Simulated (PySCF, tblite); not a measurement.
# Ge15H22: electronic excitations

Wanted: electronic excitations for Ge15H22.

Programs: tblite 0.8.0 and PySCF 2.14.0, with routines of our own; each step states its level. All values are computed. Atoms count from 0.

## 1. The starting structure

37 atoms, charge 0, multiplicity 1; geometry from: force field, distance geometry or constructed start.

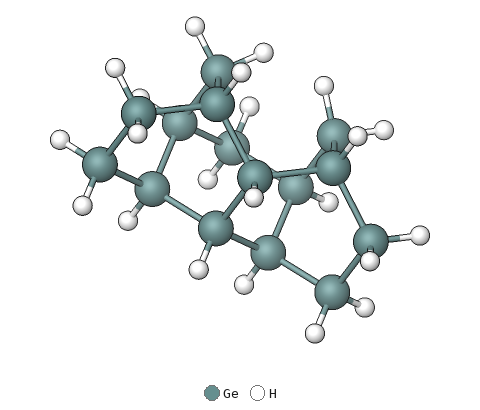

The starting geometry (germanium teal, hydrogen white).

## 2. Geometry optimisation with GFN2-xTB

What the job is given:

```
{"job": {"kind": "relax", "xc": "GFN2-xTB", "basis": "xTB"}, "charge": 0, "multiplicity": 1}
Ge    -1.995500    -1.892300     1.313100
Ge    -2.003600    -1.887900    -1.142100
Ge    -1.995200     0.417000    -1.950900
Ge    -4.001500     1.578700     1.308500
Ge    -4.001800     1.573100    -1.131800
Ge    -2.003700     0.418800     2.128800
Ge     0.000100    -3.043800    -1.955200
Ge     2.003800    -1.887800     1.316200
Ge     2.003100    -1.892600    -1.135600
Ge     1.997600     0.418500    -1.950300
Ge     3.998700     1.573100     1.312600
Ge     3.998300     1.572300    -1.135200
Ge    -0.003400     1.575000     1.319700
Ge     0.002200     1.573700    -1.137900
Ge     1.998200     0.424400     2.131600
H     -3.251500    -2.611200     1.831000
H     -1.038400    -2.860300     2.002700
H     -3.250700    -2.615200    -1.646200
H     -2.001000     0.421100    -3.479400
H     -3.998000     3.017700     1.827400
H     -5.252300     0.856800     1.826200
H     -4.001700     3.018300    -1.645400
H     -5.246600     0.857600    -1.638600
H     -2.004600     0.415000     3.659900
H      0.000500    -3.042900    -3.481000
H     -0.006100    -4.488900    -1.439400
H      3.250300    -2.609500     1.824000
H      1.038200    -2.861600     2.003000
H      3.250200    -2.611400    -1.647200
H      2.001500     0.419700    -3.478500
H      4.004400     3.017400     1.823600
H      5.248100     0.854300     1.824900
H      3.999800     3.016900    -1.647100
H      5.252100     0.851700    -1.641500
H      0.001200     3.018600     1.821400
H      0.000500     3.019000    -1.648100
H      1.999600     0.419400     3.657300
```

The run is started by

```bash
OMP_NUM_THREADS=2 python large_run.py task.json out
```

The driver reads the jobs from task.json and runs them one after another.

Output:

```text
step      E/eV     max force
  0   -1096.52573    0.578
  1   -1096.57578    0.429
  2   -1096.68139    0.438
  3   -1096.70310    0.402
  4   -1096.77540    0.207
  5   -1096.78494    0.196
  6   -1096.81494    0.169
  7   -1096.82126    0.161
  8   -1096.82862    0.150
  9   -1096.83426    0.167
 10   -1096.84207    0.193
 11   -1096.84879    0.181
 12   -1096.85616    0.184
 13   -1096.86433    0.206
 14   -1096.87178    0.188
 15   -1096.87618    0.113
 16   -1096.87873    0.089
 17   -1096.88095    0.085
 18   -1096.88384    0.104
 19   -1096.88785    0.137
 20   -1096.89270    0.155
 21   -1096.89739    0.128
 22   -1096.90094    0.086
 23   -1096.90316    0.069
 24   -1096.90451    0.062
 25   -1096.90553    0.058
 26   -1096.90647    0.061
 27   -1096.90739    0.060
 28   -1096.90836    0.072
 29   -1096.90944    0.072
 30   -1096.91053    0.068
 31   -1096.91137    0.060
 32   -1096.91187    0.039
 33   -1096.91221    0.036
 34   -1096.91257    0.037
 35   -1096.91301    0.048
 36   -1096.91344    0.045
 37   -1096.91378    0.031
 38   -1096.91402    0.022
 39   -1096.91419    0.029
 40   -1096.91434    0.026
 41   -1096.91449    0.026
 42   -1096.91469    0.023
 43   -1096.91494    0.031
 44   -1096.91524    0.042
 45   -1096.91556    0.038
 46   -1096.91585    0.036
 47   -1096.91612    0.027
 48   -1096.91635    0.029
 49   -1096.91654    0.029
 50   -1096.91672    0.026
 51   -1096.91691    0.022
 52   -1096.91710    0.023
 53   -1096.91728    0.027
 54   -1096.91748    0.029
 55   -1096.91773    0.033
 56   -1096.91803    0.032
 57   -1096.91828    0.030
 58   -1096.91841    0.021
 59   -1096.91849    0.017
```

Run time: 6.3 s. Hardware: 2 threads of Arm Neoverse N1, shared host; peak memory 0.16 GiB.

Step by step:

```csv
step,energy from step 0 (eV),largest force (eV/Å)
0,0.0000,0.5784
1,-0.0500,0.4285
2,-0.1557,0.4379
3,-0.1774,0.4025
4,-0.2497,0.2073
5,-0.2592,0.1962
6,-0.2892,0.1692
7,-0.2955,0.1605
8,-0.3029,0.1495
12,-0.3304,0.1835
16,-0.3530,0.0892
20,-0.3670,0.1557
25,-0.3798,0.0579
29,-0.3837,0.0718
33,-0.3865,0.0353
37,-0.3881,0.0311
42,-0.3890,0.0235
46,-0.3901,0.0353
50,-0.3910,0.0256
55,-0.3920,0.0325
56,-0.3923,0.0318
57,-0.3926,0.0302
58,-0.3927,0.0212
59,-0.3928,0.0170
```

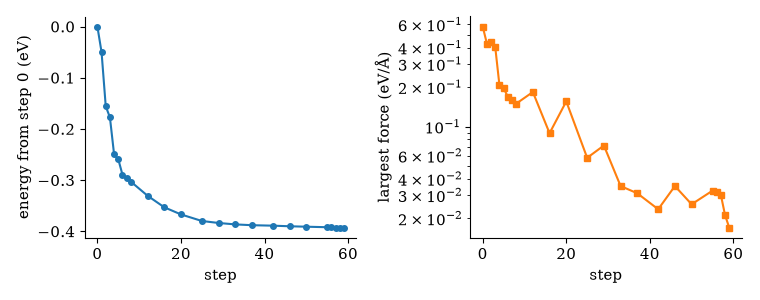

Energy and force, step by step.

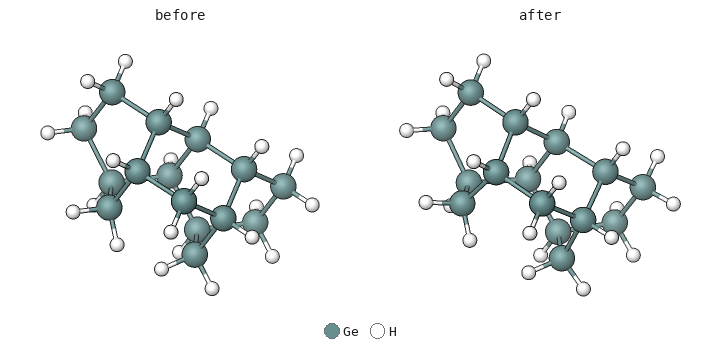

The geometry before (left) and after (right).

Distances of close pairs at the start and the end, largest changes first:

```csv
bond,before (Å),after (Å),change (Å)
Ge10–Ge11,2.448,2.410,-0.038
Ge3–Ge4,2.440,2.410,-0.030
Ge1–Ge6,2.452,2.422,-0.030
Ge6–Ge8,2.451,2.422,-0.029
Ge3–Ge5,2.451,2.424,-0.028
Ge2–Ge4,2.456,2.430,-0.026
Ge10–Ge14,2.448,2.424,-0.024
Ge7–Ge14,2.452,2.428,-0.023
```

The final coordinates are the input of the step that follows.

## 3. Electronic excitations: TDDFT PBE/def2-SVP

What the job is given:

```
{"job": {"kind": "uv", "basis": "def2-SVP", "grid": 1, "kgrid": 0, "vcut": null, "nstates": 6, "ntriplets": 2, "tda": false, "delta": ["ip_vertical"], "pop": true, "xc": "PBE"}, "charge": 0, "multiplicity": 1}
Ge    -2.329075    -1.867177     1.279648
Ge    -2.034019    -1.929379    -1.136595
Ge    -2.103716     0.389260    -1.932023
Ge    -4.007631     1.626903     1.326445
Ge    -4.022590     1.615663    -1.083413
Ge    -2.085858     0.391944     2.136996
Ge    -0.000569    -3.039710    -1.843904
Ge     2.328789    -1.867370     1.280531
Ge     2.032726    -1.930192    -1.135212
Ge     2.102619     0.387810    -1.931687
Ge     4.007923     1.625824     1.325998
Ge     4.021944     1.614016    -1.083543
Ge     0.000036     1.385254     1.309101
Ge    -0.000062     1.405736    -1.168253
Ge     2.085426     0.391842     2.137105
H     -3.680561    -2.438372     1.667039
H     -1.375222    -2.836885     1.962738
H     -3.223811    -2.692843    -1.730293
H     -2.093994     0.399221    -3.467952
H     -4.068883     3.041607     1.869776
H     -5.299820     1.027425     1.852886
H     -4.063273     3.015080    -1.669656
H     -5.299997     1.000142    -1.628167
H     -2.103879     0.355697     3.669679
H     -0.000098    -3.151193    -3.359821
H     -0.001531    -4.496986    -1.411485
H      3.681028    -2.437766     1.666823
H      1.376568    -2.837573     1.964753
H      3.222079    -2.693778    -1.729597
H      2.093188     0.397582    -3.467458
H      4.070722     3.040459     1.869245
H      5.299375     1.024781     1.852687
H      4.062317     3.013518    -1.669663
H      5.299621     0.999119    -1.628692
H     -0.000079     2.843490     1.799388
H     -0.000087     2.892491    -1.562888
H      2.103246     0.356612     3.669926
```

Level: TDDFT PBE/def2-SVP, vertical, gas phase, core orbitals frozen in the response.

Output:

```text
start: PBE on a coarse grid of 155686 points
cycle   1  E = -31159.6298262622  dE = -7.553e+00  |g| = 1.759e+00  |ddm| = 7.019e+00
cycle   2  E = -31159.4375662902  dE =  1.923e-01  |g| = 2.158e+00  |ddm| = 2.417e+00
cycle   3  E = -31159.8705534183  dE = -4.330e-01  |g| = 2.783e-01  |ddm| = 1.771e+00
cycle   4  E = -31159.8991342979  dE = -2.858e-02  |g| = 4.918e-02  |ddm| = 4.949e-01
cycle   5  E = -31159.8997883504  dE = -6.541e-04  |g| = 2.397e-02  |ddm| = 1.031e-01
cycle   6  E = -31159.8999569025  dE = -1.686e-04  |g| = 5.314e-03  |ddm| = 3.994e-02
final grid: 155686 points
cycle   7  E = -31159.8999302433  dE =  2.666e-05  |g| = 9.641e-03  |ddm| = 2.290e-02
cycle   8  E = -31159.8998470072  dE =  8.324e-05  |g| = 1.915e-02  |ddm| = 4.281e-02
cycle   9  E = -31159.8999482863  dE = -1.013e-04  |g| = 1.671e-03  |ddm| = 2.947e-02
cycle  10  E = -31159.8999642361  dE = -1.595e-05  |g| = 4.025e-04  |ddm| = 2.812e-03
cycle  11  E = -31159.8999554126  dE =  8.823e-06  |g| = 7.292e-05  |ddm| = 6.474e-04
converged SCF energy = -31159.8999554126
Vertical ionisation energy (delta-SCF) = 7.6245 eV   <S^2> = 0.751

Static polarisability (au): isotropic 486.205, principal 420.983 457.168 580.465

Singlet excitations
state   eV       nm        f      main configurations
  1   3.9766    311.8   0.00050   H->L 0.98
  2   4.1337    299.9   0.00075   H-1->L 0.98
  3   4.2832    289.5   0.00207   H-2->L 0.95
  4   4.3039    288.1   0.00244   H-3->L 0.97
  5   4.3724    283.6   0.00001   H->L+1 0.99
  6   4.4002    281.8   0.00489   H-4->L 0.95

Triplet excitations (Tamm-Dancoff, eV): 3.7746 4.0147
```

It took 2 min on 2 threads of Arm Neoverse N1, shared host; peak memory 1.5 GiB.

Frontier orbitals and where they lie:

```
orbital     eV                           atoms
 HOMO−4  -6.55    Ge1 16 %, Ge0 15 %, Ge7 13 %
 HOMO−3  -6.43    Ge6 15 %, Ge8 11 %, Ge1 10 %
 HOMO−2  -6.36   Ge12 26 %, Ge13 22 %, Ge5 8 %
 HOMO−1  -6.26     Ge2 10 %, Ge9 10 %, Ge1 8 %
   HOMO  -6.05   Ge13 12 %, Ge2 11 %, Ge9 11 %
   LUMO  -2.17   Ge13 12 %, Ge12 11 %, Ge2 8 %
 LUMO+1  -1.72      Ge6 12 %, Ge1 9 %, Ge8 9 %
 LUMO+2  -1.62      Ge8 8 %, Ge1 8 %, Ge13 8 %
 LUMO+3  -1.48  Ge12 13 %, Ge14 12 %, Ge5 12 %
```

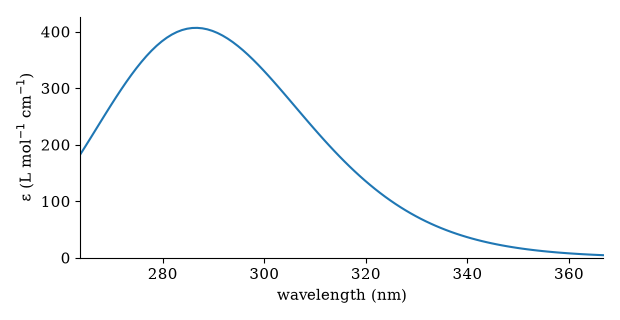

Absorption spectrum: each of the 6 states is a Gaussian band of 0.4 eV half-width at 1/e. Beyond the last state computed it falls off for lack of states.

Ground-state properties from the same run:

```csv
property,computed
dipole moment (D),0.17
polarisability (Å³),72.05
HOMO–LUMO gap (eV),3.87
−ε(HOMO) (eV),6.05
```

## 4. Outcome

```
                                quantity                        value
           lowest singlet (PBE/def2-SVP)  3.98 eV (312 nm), f = 0.001
brightest single state of those computed  state 6, 4.40 eV, f = 0.005
                          lowest triplet                      3.77 eV
```

What this shows: The lowest singlet, at 3.98 eV, is HOMO→LUMO 0.98 and is dark; of the 6 states computed, the strongest absorption comes from state 6 at 4.40 eV (the last computed, so partners may be missing). The lowest triplet lies 0.20 eV below the lowest singlet (triplets in Tamm-Dancoff, singlets in full TDDFT).
